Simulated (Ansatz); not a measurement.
# Calculations on BH2F3

### Relaxation

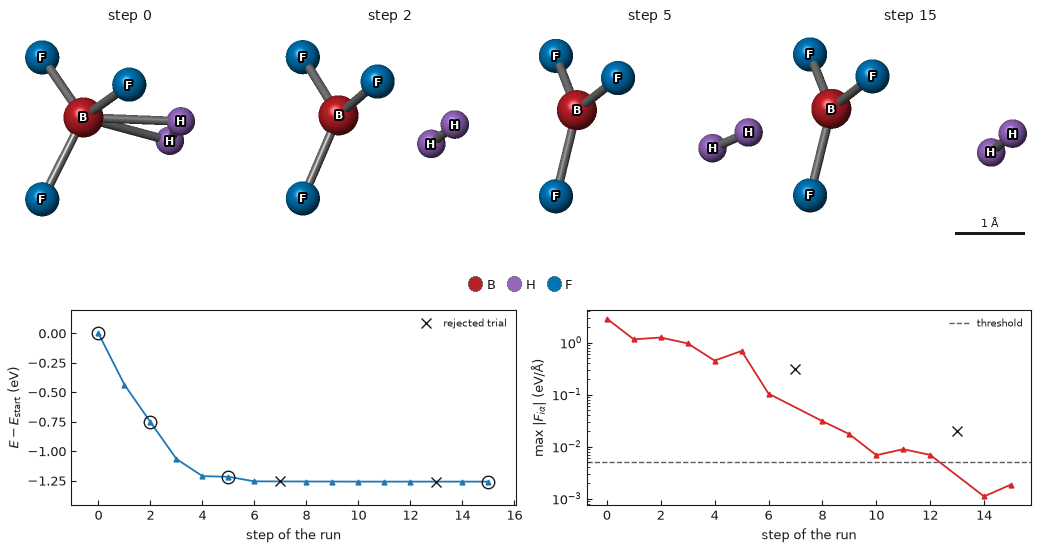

Frames of a relaxation of BH₂F₃ (started from a transition state, displaced along its imaginary mode), marked on the history of the run. A ball-and-stick model, seen at a tilt.

These are results of RKS PBE0-D4/def2-TZVP (Ansatz 0.2.0), not measurements.

Input file:
```yaml
crystal:
  periodic: [false, false, false]
  atoms:
    - {symbol: B, position_ang: [-0.259038, -0.267484, 0.019732]}
    - {symbol: H, position_ang: [0.602133, 0.870347, -0.502580]}
    - {symbol: F, position_ang: [-0.001593, -1.257853, -0.863532]}
    - {symbol: F, position_ang: [-1.503455, 0.257068, -0.039786]}
    - {symbol: H, position_ang: [0.795326, 0.700038, 0.162366]}
    - {symbol: F, position_ang: [0.366726, -0.302116, 1.223899]}
basis:
  gaussian: {orbitals: def2-TZVP}
hamiltonian: {xc: pbe0, dispersion: d4}
relax: {f_tol: 0.005, max_steps: 200}
```

Launched with:
```bash
ansatz run in.yaml --threads 2 --pin off --events-out ev --progress --plain --max-ram 4352MiB
```

Q: Describe the path.

A: The atom that moves furthest after the best rigid fit is H5 (0.88 Å). By element the largest moves are H 0.88 Å, F 0.62 Å, B 0.57 Å. Among the contacts that change: B1–H5 1.438 → 2.812 Å, B1–H2 1.520 → 2.824 Å, B1–F6 1.357 → 1.312 Å, B1–F3 1.352 → 1.311 Å. Bonds break, among them: B1–H5 (1.44 → 2.81 Å). Among the angles between lasting bonds that change: F3–B1–F4 115.5° → 120.0°. After 13 accepted moves (15 points after the start) the energy has fallen by 1.257 eV. Largest force component: 2.9 eV/Å at the start, 0.0019 eV/Å at the end. The line search rejected the trial steps at points 7, 13 of the run. From step 0 to 2: H5 moves most (0.23 Å), energy −0.752 eV. From step 2 to 5: H5 moves most (0.57 Å), energy −0.464 eV. From step 5 to 15: H2 moves most (0.31 Å), energy −0.041 eV.

```
step  E − E(0), eV  largest force component, eV/Å      note
   0        0.0000                         2.8941          
   1       -0.4348                         1.1563          
   2       -0.7521                         1.2554          
   3       -1.0647                         0.9659          
   4       -1.2102                         0.4513          
   5       -1.2157                         0.6917          
   6       -1.2542                         0.1044          
   7       -1.2532                         0.3057  rejected
   8       -1.2556                         0.0309          
   9       -1.2561                         0.0174          
  10       -1.2566                         0.0068          
  11       -1.2566                         0.0089          
  12       -1.2566                         0.0069          
  13       -1.2566                         0.0197  rejected
  14       -1.2566                         0.0011          
  15       -1.2567                         0.0019
```

### Relaxation

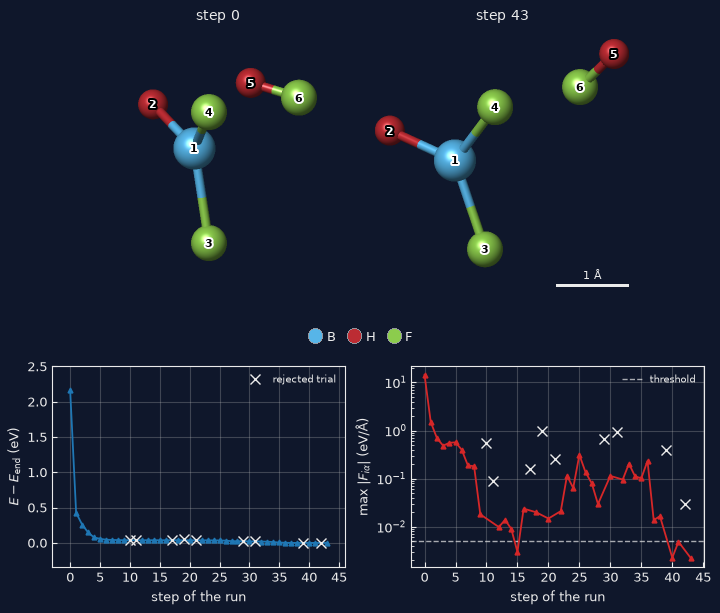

First and last geometry of a relaxation of BH2F3 (started from a transition state, displaced along its imaginary mode), with the history of the run. The picture is a ball-and-stick view, seen from a free direction.

Theory: RKS PBE0-D4/def2-TZVP (Ansatz 0.2.0). Set-up: force threshold 0.005 eV/Å; at most 200 steps.

Question: Read the history and describe the run.

Answer: It converged. The largest move after the best rigid fit is that of H5, 1.23 Å. By element the largest moves are H 1.23 Å, F 0.58 Å, B 0.37 Å. Some distances before and after: B1–H5 1.688 → 2.820 Å, B1–F6 1.861 → 2.547 Å, H5–F6 0.752 → 0.923 Å, B1–F3 1.347 → 1.313 Å. The energy falls by 2.164 eV in 34 accepted moves (43 points after the start). Largest force component: 14 eV/Å at the start, 0.0022 eV/Å at the end. The line search rejected the trial steps at points 10, 11, 17, 19, 21, 29, 31, 39 and more of the run. The forces were under the threshold at step 15, but the run went on from there. The run took 73 s on 2 threads of Arm Neoverse V1, with other jobs on the host.

### Reaction

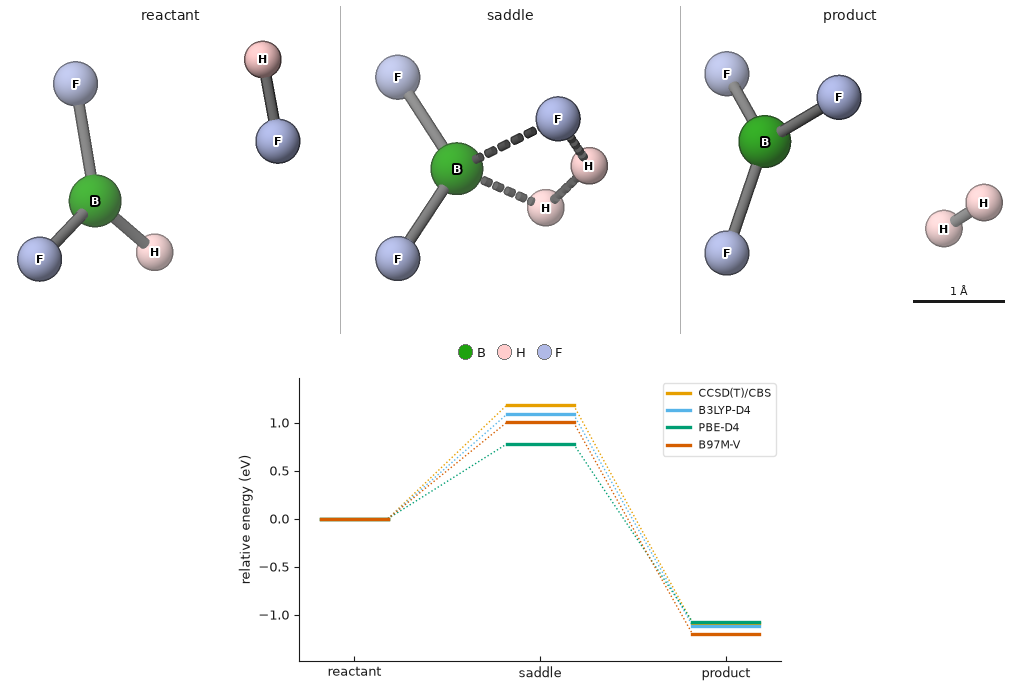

A reaction step of BH2F3, with its energy diagram. A ball-and-stick model, seen at a tilt. Dashed sticks mark bonds that form or break.

Stationary points at PBE0-D4/def2-TZVP, single-point energies with CCSD(T)/CBS, B3LYP-D4, PBE-D4, B97M-V (def2-TZVPP where no basis is named; Ansatz 0.2.0). The energies are electronic, without zero-point or thermal terms, and both ends are the relaxed geometries reached downhill from the saddle, with any fragments still in contact. CCSD(T)/CBS stands for a frozen-core estimate: MP2 correlation extrapolated from def2-TZVPP and def2-QZVPP, CCSD(T) minus MP2 from the smaller set.

Describe the step and its energetics.

Answer. Counted by bonded pieces, the reactant holds BHF₂ + HF and the product holds BF₃ + H₂. From the reactant over the saddle to the product, bonds form: B–F (2.55 → 1.61 → 1.31 Å), H–H (3.32 → 1.08 → 0.75 Å). Bonds break: B–H (1.19 → 1.33 → 2.82 Å), F–H (0.92 → 1.14 → 2.91 Å). The saddle has one imaginary mode, 1214i cm⁻¹. The end the product keeps a soft imaginary mode of 33i cm⁻¹, so it isn't quite a minimum. With CCSD(T)/CBS the barrier is 1.18 eV from the reactant and 2.27 eV from the product, and the product lies 1.08 eV below the reactant.

```csv
level,barrier from the reactant (eV),barrier from the product (eV),the product less the reactant (eV)
CCSD(T)/CBS,1.18,2.27,−1.08
B3LYP-D4,1.09,2.20,−1.11
PBE-D4,0.78,1.85,−1.07
B97M-V,1.00,2.20,−1.20
```

Against CCSD(T)/CBS, B3LYP-D4 comes closest on the barrier from the reactant (−0.10 eV) and PBE-D4 misses most (−0.40 eV).

Limits of the set-up: the start holds two separate molecules, 2.5 Å apart at their closest, whose relative position is a soft coordinate.

### Path

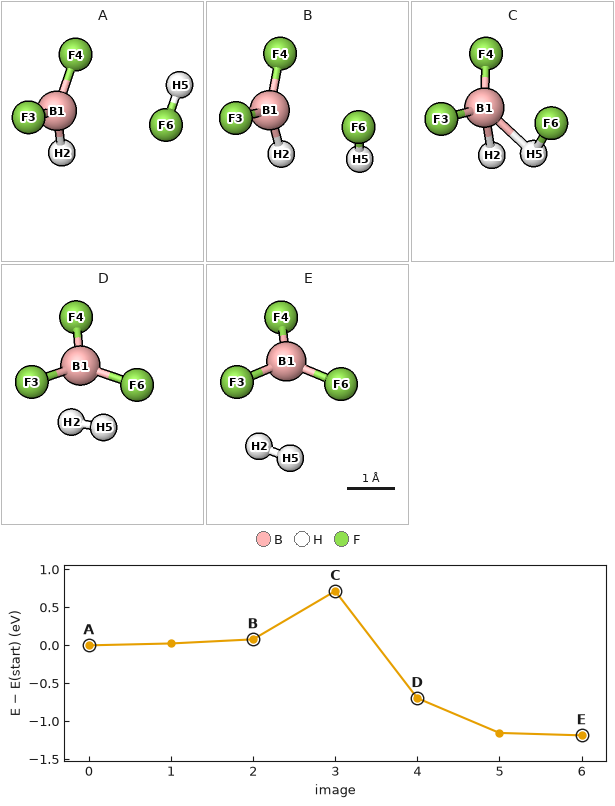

A nudged-elastic-band calculation for BH2F3, made up of BHF2 and HF. Images are numbered from 0 (start) to 6 (end). Frames A to E are images 0, 2, 3, 4, 6. Style: ball-and-stick. Shown at a tilt.

Level of theory: RKS PBE0-D4/def2-SVP (Ansatz 0.2.0). Set-up: 5 movable images; climbing image.

### Read off the barrier and say what moves.

The highest point, image 3, lies 0.72 eV above the start and 1.90 eV above the end; the end is at −1.19 eV relative to the start. Breaking: B1–H2 (1.19 → 1.34 at the top → 2.82 Å), H5–F6 (0.92 → 1.14 at the top → 2.91 Å). Forming: B1–F6 (2.55 → 1.60 at the top → 1.31 Å), H2–H5 (3.32 → 1.09 at the top → 0.75 Å). The band converged in 23 iterations. The largest component of the band force went from 5 to 0.0084 eV/Å. The climbing image converged on the top of the path. Its curvatures weren't checked. The largest force component is 0.27 eV/Å at the start and 0.37 eV/Å at the end; an end with forces this large is no minimum, and the barrier measured from it can be far off.

Limits of the set-up: the start holds two separate molecules, 2.5 Å apart at their closest, whose relative position is a soft coordinate.
